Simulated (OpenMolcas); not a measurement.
# One shape, several levels: C2H7Al (SMILES [CH3][AlH][CH3])

Aim: a comparison of 6 runs (B3LYP/6-31G*, BLYP/def2-SVPD, M06-2X/def2-SVPD, SVWN5/def2-SVPD, MP2/def2-SVPD, CCSD(T)/def2-SVPD) of C2H7Al. 

The results are computed with OpenMolcas 26.06.

## 1. Starting point

C2H7Al: 10 atoms, total charge 0, spin state singlet. SMILES: `[CH3][AlH][CH3]`. One bond was lengthened or shortened from a relaxed shape.

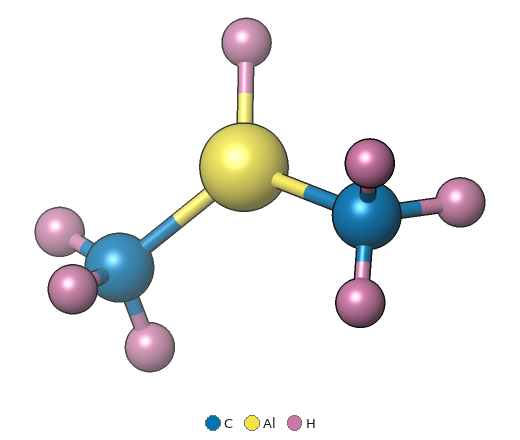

Viewed from a chosen angle; carbon blue, aluminium yellow, hydrogen pink.

## 2. The energy at B3LYP/6-31G(d) (Cartesian functions) (run 1)

File mol.xyz:

```xyz
10

C     -1.263808     1.078412    -0.750984
Al     0.452092     0.176612    -0.504084
C      0.859192    -0.794188     1.142016
H     -2.098708     0.388012    -0.588884
H     -1.381708     1.523312    -1.741484
H     -1.385008     1.878512    -0.011284
H      1.560992     0.233612    -1.648884
H      0.024292    -0.825188     1.846316
H      1.201900    -1.980900     0.894300
H      1.711592    -0.336088     1.656816
```

File job.inp:

```
&GATEWAY
BASLIB = $CurrDir
COORD = mol.xyz
BASIS = 6-31Gs
GROUP = NoSym
&SEWARD
GRIDINPUT
Grid=UltraFine
End of Grid
&SCF
KSDFT = B3LYP
THRESHOLDS = 1e-10 1e-07 1e-07 1e-05
PRORBITALS = 1 2
```

The basis set 6-31G* is read from a file made from the Basis Set Exchange's data (not shown).

The run is started by

```console
$ export MOLCAS_MEM=1860
$ pymolcas job.inp > job.log
```

What it wrote:

```text
--- Start Module: gateway ---
[...]
--- Stop Module: gateway /rc=_RC_ALL_IS_WELL_ ---
--- Start Module: seward ---
[...]
      Basis functions           63
--- Stop Module: seward /rc=_RC_ALL_IS_WELL_ ---
[...]
--- Start Module: scf ---
[...]
       Convergence after  12 Iterations
[...]
::    Total KS-DFT energy                            -322.8500332786
[...]
      Total spin, S                                     0.0000000000
[...]
      Total electronic charge=   32.000000
      Total            charge=   -0.000000
[...]
      Dipole Moment (debye):
      Origin of the operator (angstrom)=    0.1202    0.1562   -0.1464
                   X= -5.3832E-01               Y=  1.0501E-01               Z=  5.5520E-01           Total=  7.8042E-01
      Quadrupole Moment (debye*angstrom):
[...]
--- Stop Module: scf /rc=_RC_ALL_IS_WELL_ ---
[...]
```

Wall time 20 s (1 thread of Intel Xeon Platinum 8259CL at 2.50GHz (Skylake/Cascade Lake), shared host); peak memory 0.4 GiB.

## 3. The energy at BLYP/def2-SVPD (run 2)

File calc.inp:

```
&gateway
baslib=$CurrDir
coord
10
angstrom
C       -1.263808       1.078412      -0.750984
Al       0.452092       0.176612      -0.504084
C        0.859192      -0.794188       1.142016
H       -2.098708       0.388012      -0.588884
H       -1.381708       1.523312      -1.741484
H       -1.385008       1.878512      -0.011284
H        1.560992       0.233612      -1.648884
H        0.024292      -0.825188       1.846316
H        1.201900      -1.980900       0.894300
H        1.711592      -0.336088       1.656816
basis=def2-SVPD
group=NoSym
&seward
gridinput
Grid=UltraFine
End of Grid
&scf
ksdft=BLYP
thresholds=1e-10 1e-07 1e-07 1e-05
prorbitals=1 1
```

The basis set def2-SVPD is read from a file made from the Basis Set Exchange's data (not shown).

The run is started by

```console
$ export MOLCAS_MEM=1860
$ pymolcas calc.inp > calc.log
```

What it wrote:

```text
--- Start Module: gateway ---
[...]
--- Stop Module: gateway /rc=_RC_ALL_IS_WELL_ ---
--- Start Module: seward ---
[...]
      Basis functions          120
--- Stop Module: seward /rc=_RC_ALL_IS_WELL_ ---
[...]
--- Start Module: scf ---
[...]
       Convergence after  14 Iterations
[...]
::    Total KS-DFT energy                            -322.6505444516
[...]
      Total spin, S                                     0.0000000000
[...]
      Total electronic charge=   32.000000
      Total            charge=   -0.000000
[...]
      Dipole Moment (debye):
      Origin of the operator (angstrom)=    0.1202    0.1562   -0.1464
                   X= -5.1262E-01               Y=  9.1587E-02               Z=  4.9147E-01           Total=  7.1604E-01
      Quadrupole Moment (debye*angstrom):
[...]
--- Stop Module: scf /rc=_RC_ALL_IS_WELL_ ---
[...]
```

Wall time 66 s (1 thread of Intel Xeon Platinum 8259CL at 2.50GHz (Skylake/Cascade Lake), shared host); peak memory 0.76 GiB.

Run 3 isn't shown in full; the table further down has it.

## 4. The energy at SVWN5/def2-SVPD (run 4)

File struct.xyz:

```xyz
10

C     -1.263808     1.078412    -0.750984
Al     0.452092     0.176612    -0.504084
C      0.859192    -0.794188     1.142016
H     -2.098708     0.388012    -0.588884
H     -1.381708     1.523312    -1.741484
H     -1.385008     1.878512    -0.011284
H      1.560992     0.233612    -1.648884
H      0.024292    -0.825188     1.846316
H      1.201900    -1.980900     0.894300
H      1.711592    -0.336088     1.656816
```

File job.input:

```
* C2H7Al Kohn-Sham DFT
&GATEWAY
BasLib
$CurrDir
Coord
struct.xyz
Basis
def2-SVPD
Group
NoSym
&SEWARD
GridInput
Grid=UltraFine
End of Grid
&SCF
KSDFT
SVWN5
Thresholds
1e-10 1e-07 1e-07 1e-05
PrOrbitals
1 1
```

The basis set def2-SVPD is read from a file made from the Basis Set Exchange's data (not shown).

The run is started by

```console
$ export MOLCAS_MEM=1860
$ pymolcas job.input > job.log
```

What it wrote:

```text
--- Start Module: gateway ---
[...]
--- Stop Module: gateway /rc=_RC_ALL_IS_WELL_ ---
--- Start Module: seward ---
[...]
      Basis functions          120
--- Stop Module: seward /rc=_RC_ALL_IS_WELL_ ---
[...]
--- Start Module: scf ---
[...]
       Convergence after  14 Iterations
[...]
::    Total KS-DFT energy                            -320.8673459679
[...]
      Total spin, S                                     0.0000000000
[...]
      Total electronic charge=   32.000000
      Total            charge=   -0.000000
[...]
      Dipole Moment (debye):
      Origin of the operator (angstrom)=    0.1202    0.1562   -0.1464
                   X= -5.2107E-01               Y=  4.0413E-02               Z=  5.3017E-01           Total=  7.4446E-01
      Quadrupole Moment (debye*angstrom):
[...]
--- Stop Module: scf /rc=_RC_ALL_IS_WELL_ ---
[...]
```

Wall time 50 s (1 thread of Intel Xeon Platinum 8259CL at 2.50GHz (Skylake/Cascade Lake), shared host); peak memory 0.76 GiB.

Run 5 isn't shown in full; the table further down has it.

## 5. A single-point energy at CCSD(T)/def2-SVPD (Cholesky decomposition) (run 6)

File test.input:

```
>>> EXPORT MOLCAS_PRINT=2

&gateway
 baslib = $CurrDir
 coord
 10
 angstrom
 C       -1.263808       1.078412      -0.750984
 Al       0.452092       0.176612      -0.504084
 C        0.859192      -0.794188       1.142016
 H       -2.098708       0.388012      -0.588884
 H       -1.381708       1.523312      -1.741484
 H       -1.385008       1.878512      -0.011284
 H        1.560992       0.233612      -1.648884
 H        0.024292      -0.825188       1.846316
 H        1.201900      -1.980900       0.894300
 H        1.711592      -0.336088       1.656816
 basis = def2-SVPD
 group = NoSym

&seward
 high

&scf
 thresholds = 1e-10 1e-07 1e-07 1e-05
 prorbitals = 1 1

&chcc
 frozen = 7
 threshold = 1e-08
 maxiterations = 80

&cht3
 frozen = 7
```

The basis set def2-SVPD is read from a file made from the Basis Set Exchange's data (not shown).

The run is started by

```console
$ export MOLCAS_MEM=1860
$ pymolcas test.input > test.log
```

What it wrote:

```text
--- Start Module: gateway ---
[...]
--- Stop Module: gateway /rc=_RC_ALL_IS_WELL_ ---
[...]
      Basis functions          120
[...]
       Convergence after  12 Iterations
[...]
::    Total SCF energy                               -321.5856822788
[...]
      Total spin, S                                     0.0000000000
[...]
      Total electronic charge=   32.000000
      Total            charge=   -0.000000
[...]
      Dipole Moment (debye):
      Origin of the operator (angstrom)=    0.1202    0.1562   -0.1464
                   X= -4.8565E-01               Y=  1.3171E-01               Z=  4.5112E-01           Total=  6.7581E-01
      Quadrupole Moment (debye*angstrom):
[...]
--- Start Module: chcc ---
[...]
--- Stop Module: chcc /rc=_RC_ALL_IS_WELL_ ---
[...]
--- Start Module: cht3 ---
[...]
--- Stop Module: cht3 /rc=_RC_ALL_IS_WELL_ ---
[...]
```

Run time: 12 min. Hardware: 1 thread of Intel Xeon Platinum 8259CL at 2.50GHz (Skylake/Cascade Lake), shared host; peak memory 0.29 GiB.

## 6. The series

```tsv
run	level	Cartesian functions	integration grid	energy (Eh)	dipole moment (D) of the reference	HOMO energy (eV)	LUMO energy (eV)	wall time
1	B3LYP/6-31G* (Cartesian functions)	yes	UltraFine	-322.850033	0.78	-7.31	-0.94	20 s
2	BLYP/def2-SVPD	no	UltraFine	-322.650544	0.72	-6.42	-1.55	66 s
3	M06-2X/def2-SVPD	no	UltraFine	-322.640408	0.68	-8.95	-0.32	83 s
4	SVWN5/def2-SVPD	no	UltraFine	-320.867346	0.74	-6.64	-1.86	50 s
5	MP2/def2-SVPD	no	–	-321.968404	0.68	-10.87	1.55	23 s
6	CCSD(T)/def2-SVPD (Cholesky decomposition)	no	–	-322.029140	0.68	-10.87	1.55	12 min
```

## 7. Results

| quantity | value |
| --- | --- |
| run 6: total energy | -322.02914 Eh |
| run 6: dipole moment (mean-field density) | 0.68 D |
| run 6: HOMO energy (Hartree–Fock orbitals) | -10.87 eV |
| run 6: LUMO energy (Hartree–Fock orbitals) | 1.55 eV |
| run 6: HOMO–LUMO gap (Hartree–Fock orbitals) | 12.43 eV |
| run 6: correlation energy (7 core orbitals frozen) | -443.5 mEh |
| run 6: (T) correction | -13.09 mEh |

What this shows: Over runs 1, 2, 3, 4 the dipole moment (its size) runs from 0.68 D (M06-2X/def2-SVPD) to 0.78 D (B3LYP/6-31G*). The two ends differ in method and basis. Over runs 1, 2, 3, 4 the HOMO–LUMO gap runs from 4.78 eV (SVWN5/def2-SVPD) to 8.63 eV (M06-2X/def2-SVPD). Totals of different functionals can't be ranked against each other. All runs together took 16 min, the longest 12 min.
